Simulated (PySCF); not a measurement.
# SiH2F− (SMILES F[SiH2-]): FCI/STO-3G

What is the vertical ionisation energy of SiH2F− at FCI/STO-3G? Input form: a Python script.

The calculation is run with PySCF 2.14.0.

9 further runs of the same task are left out: 9 set aside as unsound or not needed.

## 1. The system as given

SiH2F−: 4 atoms, total charge -1, spin state singlet. As SMILES, `F[SiH2-]`. The shape is that of a GFN2-xTB optimisation.

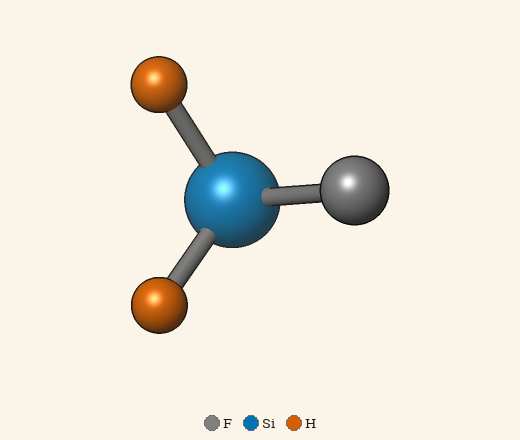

The structure, seen from a chosen angle (fluorine grey, silicon blue, hydrogen orange).

## 2. A single-point energy at FCI/STO-3G

Contents of calc.py:

```python
from pyscf import gto, scf, mcscf
from pyscf import fci

mol = gto.M(
    atom='''
F      2.313459     1.305517    -0.725409
Si    -0.215448    -0.739998    -0.831612
H     -2.240006     1.244063    -0.270760
H      0.141994    -1.809583     1.827762
''',
    basis='sto-3g',
    spin=0,
    verbose=4,
    max_memory=1860,
    charge=-1,
    unit='bohr',
)

mf = scf.RHF(mol)
mf.conv_tol = 1e-10
mf.kernel()
if not mf.converged:
    mf = mf.newton().run(mf.mo_coeff, mf.mo_occ)

cas = mcscf.CASCI(mf, mf.mo_coeff.shape[-1] - 6, (mol.nelec[0] - 6, mol.nelec[1] - 6))  # full CI above the frozen core
cas.fcisolver = fci.direct_spin0.FCI(mol)  # even spin states alone
cas.kernel()
print('<S^2> = %.4f' % cas.fcisolver.spin_square(cas.ci, cas.ncas, cas.nelecas)[0])
e_final = cas.e_tot
print('E(%s) = %.9f' % ('FCI', e_final))
```

Command:

```console
$ OMP_NUM_THREADS=1 python calc.py
```

The log of the run:

```text
PySCF version 2.14.0

[INPUT] num. atoms = 4
[INPUT] num. electrons = 26
[INPUT] charge = -1
[INPUT] spin (= nelec alpha-beta = 2S) = 0
[INPUT] symmetry False subgroup None
[INPUT] Mole.unit = bohr
[INPUT] Symbol           X                Y                Z      unit          X                Y                Z       unit  Magmom
[INPUT]  1 F      1.224229781198   0.690849844869  -0.383869911396 AA    2.313459000000   1.305517000000  -0.725409000000 Bohr   0.0
[INPUT]  2 Si    -0.114010171738  -0.391590077726  -0.440070118728 AA   -0.215448000000  -0.739998000000  -0.831612000000 Bohr   0.0
[INPUT]  3 H     -1.185360127524   0.658329788549  -0.143280021629 AA   -2.240006000000   1.244063000000  -0.270760000000 Bohr   0.0
[INPUT]  4 H      0.075139988887  -0.957590084868   0.967209997386 AA    0.141994000000  -1.809583000000   1.827762000000 Bohr   0.0

nuclear repulsion = 52.5694525818644
number of shells = 10
number of NR pGTOs = 48
number of NR cGTOs = 16
basis = sto-3g
ecp = {}

******** <class 'pyscf.scf.hf.RHF'> ********
method = RHF
initial guess = minao
damping factor = 0
level_shift factor = 0
DIIS = <class 'pyscf.scf.diis.CDIIS'>
diis_start_cycle = 1
diis_space = 8
diis_damp = 0
SCF conv_tol = 1e-10
SCF conv_tol_grad = None
SCF max_cycles = 50
direct_scf = True
direct_scf_tol = 1e-13
Set gradient conv threshold to 1e-05
Initial guess from minao.
init E= -384.149573751365
  HOMO = -0.123295912551235  LUMO = 0.258689222734246  gap/eV = 10.39434
cycle= 1 E= -384.538351283688  delta_E= -0.389  |g|= 0.276  |ddm|= 2.18
  HOMO = 0.141104966702685  LUMO = 0.793900035154441  gap/eV = 17.76346
cycle= 2 E= -384.58627518654  delta_E= -0.0479  |g|= 0.0496  |ddm|= 0.657
  HOMO = 0.125730937289298  LUMO = 0.79397039137597  gap/eV = 18.18372
cycle= 3 E= -384.587934846881  delta_E= -0.00166  |g|= 0.0157  |ddm|= 0.123
  HOMO = 0.122975268835576  LUMO = 0.793068949177685  gap/eV = 18.23418
cycle= 4 E= -384.588151893029  delta_E= -0.000217  |g|= 0.00183  |ddm|= 0.0597
  HOMO = 0.123870225403294  LUMO = 0.79387147091345  gap/eV = 18.23166
cycle= 5 E= -384.588154748285  delta_E= -2.86e-06  |g|= 0.000277  |ddm|= 0.00681
  HOMO = 0.123862253968379  LUMO = 0.793895544374075  gap/eV = 18.23253
cycle= 6 E= -384.588154820241  delta_E= -7.2e-08  |g|= 7.6e-05  |ddm|= 0.000875
  HOMO = 0.123857431802903  LUMO = 0.79388552738734  gap/eV = 18.23239
cycle= 7 E= -384.588154826858  delta_E= -6.62e-09  |g|= 1.14e-05  |ddm|= 0.000328
  HOMO = 0.12386091565027  LUMO = 0.793888661371031  gap/eV = 18.23238
cycle= 8 E= -384.588154826974  delta_E= -1.16e-10  |g|= 1.55e-06  |ddm|= 4.05e-05
  HOMO = 0.123860908580678  LUMO = 0.793888441594881  gap/eV = 18.23238
cycle= 9 E= -384.588154826977  delta_E= -2.33e-12  |g|= 1.92e-07  |ddm|= 5.53e-06
  HOMO = 0.123860893543778  LUMO = 0.793888469082264  gap/eV = 18.23238
Extra cycle  E= -384.588154826977  delta_E= 1.71e-13  |g|= 7.28e-08  |ddm|= 4.61e-07
converged SCF energy = -384.588154826977

******** <class 'pyscf.mcscf.casci.CASCI'> ********
CAS (7e+7e, 10o), ncore = 6, nvir = 0
natorb = False
canonicalization = True
sorting_mo_energy = False
******** <class 'pyscf.fci.direct_spin0.FCISolver'> ********
max. cycles = 100
conv_tol = 1e-10
davidson only = False
linear dependence = 1e-14
level shift = 0.001
max iter space = 12
nroots = 1
pspace_size = 400
spin = None
Density matrix diagonal elements [1.99808597 1.98863309 1.98787691 1.98981927 1.97880625 1.98295785
 1.97250446 0.03756299 0.03301409 0.03073912]
CASCI converged
CASCI E = -384.651245756050  E(CI) = -42.6693977980177  S^2 = 0.0000000
<S^2> = 0.0000
E(FCI) = -384.651245756
```

It took 0.72 s on 1 thread of Arm Neoverse V2, shared host; peak memory 0.12 GiB.

## 3. Doublet neutral SiH2F at the same level

Contents of input.py:

```python
from pyscf import gto, mcscf

molecule = gto.M(
    atom='''
F      2.313459     1.305517    -0.725409
Si    -0.215448    -0.739998    -0.831612
H     -2.240006     1.244063    -0.270760
H      0.141994    -1.809583     1.827762
''',
    verbose=4,
    basis='sto-3g',
    unit='bohr',
    spin=1,
    max_memory=1860,
)

hf = molecule.ROHF()
hf.conv_tol = 1e-10
hf.kernel()
if not hf.converged:
    hf = hf.newton().run(hf.mo_coeff, hf.mo_occ)

cas = mcscf.CASCI(hf, hf.mo_coeff.shape[-1] - 6, (molecule.nelec[0] - 6, molecule.nelec[1] - 6))  # full CI above the frozen core
cas.fix_spin_(ss=0.75)
cas.kernel()
etot = cas.e_tot
print('E(%s) = %.9f' % ('FCI', etot))
```

Command:

```console
$ OMP_NUM_THREADS=1 python input.py
```

The log of the run:

```text
PySCF version 2.14.0

[INPUT] num. atoms = 4
[INPUT] num. electrons = 25
[INPUT] charge = 0
[INPUT] spin (= nelec alpha-beta = 2S) = 1
[INPUT] symmetry False subgroup None
[INPUT] Mole.unit = bohr
[INPUT] Symbol           X                Y                Z      unit          X                Y                Z       unit  Magmom
[INPUT]  1 F      1.224229781198   0.690849844869  -0.383869911396 AA    2.313459000000   1.305517000000  -0.725409000000 Bohr   0.0
[INPUT]  2 Si    -0.114010171738  -0.391590077726  -0.440070118728 AA   -0.215448000000  -0.739998000000  -0.831612000000 Bohr   0.0
[INPUT]  3 H     -1.185360127524   0.658329788549  -0.143280021629 AA   -2.240006000000   1.244063000000  -0.270760000000 Bohr   0.0
[INPUT]  4 H      0.075139988887  -0.957590084868   0.967209997386 AA    0.141994000000  -1.809583000000   1.827762000000 Bohr   0.0

nuclear repulsion = 52.5694525818644
number of shells = 10
number of NR pGTOs = 48
number of NR cGTOs = 16
basis = sto-3g
ecp = {}

******** <class 'pyscf.scf.rohf.ROHF'> ********
method = ROHF
initial guess = minao
damping factor = 0
level_shift factor = 0
DIIS = <class 'pyscf.scf.diis.CDIIS'>
diis_start_cycle = 1
diis_space = 8
diis_damp = 0
SCF conv_tol = 1e-10
SCF conv_tol_grad = None
SCF max_cycles = 50
direct_scf = True
direct_scf_tol = 1e-13
num. doubly occ = 12  num. singly occ = 1
Set gradient conv threshold to 1e-05
init E= -384.149573751365
  HOMO = -0.123295912551238  LUMO = 0.258689222734241  gap/eV = 10.39434
cycle= 1 E= -384.648775612164  delta_E= -0.499  |g|= 0.327  |ddm|= 1.53
  HOMO = -0.0907875004883507  LUMO = 0.435283453891063  gap/eV = 14.31512
cycle= 2 E= -384.699069833719  delta_E= -0.0503  |g|= 0.188  |ddm|= 0.795
  HOMO = -0.0740316220325929  LUMO = 0.442989540370428  gap/eV = 14.06886
cycle= 3 E= -384.723250290469  delta_E= -0.0242  |g|= 0.0441  |ddm|= 0.309
  HOMO = -0.0635003695366823  LUMO = 0.449708613108848  gap/eV = 13.96513
cycle= 4 E= -384.727175460644  delta_E= -0.00393  |g|= 0.0234  |ddm|= 0.158
  HOMO = -0.0738287346954416  LUMO = 0.450417980436527  gap/eV = 14.26548
cycle= 5 E= -384.727952494517  delta_E= -0.000777  |g|= 0.00452  |ddm|= 0.0798
  HOMO = -0.0701792350249534  LUMO = 0.450964189533369  gap/eV = 14.18103
cycle= 6 E= -384.7279795222  delta_E= -2.7e-05  |g|= 0.00188  |ddm|= 0.0116
  HOMO = -0.0714897831827502  LUMO = 0.450819880924777  gap/eV = 14.21277
cycle= 7 E= -384.72798436771  delta_E= -4.85e-06  |g|= 0.000432  |ddm|= 0.00615
  HOMO = -0.0715947651303881  LUMO = 0.450873778770293  gap/eV = 14.21709
cycle= 8 E= -384.727984601424  delta_E= -2.34e-07  |g|= 6.53e-05  |ddm|= 0.00143
  HOMO = -0.0715979821608048  LUMO = 0.450868967901183  gap/eV = 14.21705
cycle= 9 E= -384.727984605836  delta_E= -4.41e-09  |g|= 5.47e-06  |ddm|= 0.000195
  HOMO = -0.0715944158284799  LUMO = 0.45086932673896  gap/eV = 14.21696
cycle= 10 E= -384.727984605877  delta_E= -4.06e-11  |g|= 1e-06  |ddm|= 1.7e-05
  HOMO = -0.0715943777801793  LUMO = 0.450869296629498  gap/eV = 14.21696
Extra cycle  E= -384.727984605878  delta_E= -1.14e-12  |g|= 3.44e-07  |ddm|= 2.27e-06
converged SCF energy = -384.727984605878

******** <class 'pyscf.mcscf.casci.CASCI'> ********
CAS (7e+6e, 10o), ncore = 6, nvir = 0
natorb = False
canonicalization = True
sorting_mo_energy = False
******** <class 'pyscf.fci.addons.SpinPenaltyFCISolver'> ********
max. cycles = 200
conv_tol = 1e-08
davidson only = True
linear dependence = 1e-12
level shift = 0.001
max iter space = 12
nroots = 1
pspace_size = 400
spin = None
Density matrix diagonal elements [1.99750951 1.98006839 1.98351005 1.96031377 1.95626572 1.97273629
 1.03020521 0.04760237 0.03480145 0.03698724]
CASCI converged
CASCI E = -384.807936145237  E(CI) = -42.8237283143389  S^2 = 0.7500000
E(FCI) = -384.807936145
```

It took 0.95 s on 1 thread of Arm Neoverse V2, shared host; peak memory 0.12 GiB.

## 4. Results

At FCI/STO-3G, 6 core orbitals frozen:

| quantity | value |
| --- | --- |
| singlet SiH2F−: total energy | -384.65125 Eh |
| singlet SiH2F−: HOMO energy (Hartree–Fock orbitals) | 3.37 eV |
| singlet SiH2F−: LUMO energy (Hartree–Fock orbitals) | 21.60 eV |
| singlet SiH2F−: HOMO–LUMO gap (to an unbound level, set by the basis) | 18.23 eV |
| singlet SiH2F−: correlation energy (6 core orbitals frozen) | -63.1 mEh |
| doublet neutral SiH2F: total energy | -384.80794 Eh |
| doublet neutral SiH2F: dipole moment (Hartree–Fock density) | 2.35 D |
| doublet neutral SiH2F: correlation energy (6 core orbitals frozen) | -80.0 mEh |
| vertical detachment energy (to the doublet neutral) | -4.264 eV |

What this shows: The species is unbound against losing an electron at this level, by 4.26 eV (−411 kJ/mol); missing correlation or diffuse functions can give that sign where the real anion is bound. In a minimal basis such a difference can be off by several eV, whatever the method. Mulliken charges (singlet SiH2F−) of the mean-field density run from -0.45 on F1 to +0.16 on Si2; they depend strongly on the basis. The HOMO (singlet SiH2F−) lies at positive energy, 3.37 eV: the electron is unbound at this level or held by a compact basis; values depend on the basis.
